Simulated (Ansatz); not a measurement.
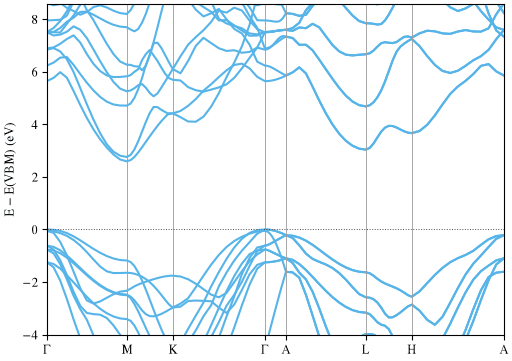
Figure: Band structure from plane-wave PAW r²SCAN (Ansatz code)

### Question
Read off the gap and where the band edges lie.

### Answer
About 2.6 eV (2.60 eV by a search for the band edges); maximum at Γ, minimum at M.

### Question
Which compound is it?
A. Si, P6_3/mmc (Si on 4f)
B. SiC, 4H polytype
C. ZnO, wurtzite
D. CdTe, wurtzite

### Answer
B, SiC, 4H polytype

Space group P6_3mc (4H polytype). The r²SCAN relaxation kept the symmetry of its start; phonons on a q-mesh show no instability.

Potentials: the earlier of the program's two PAW sets.
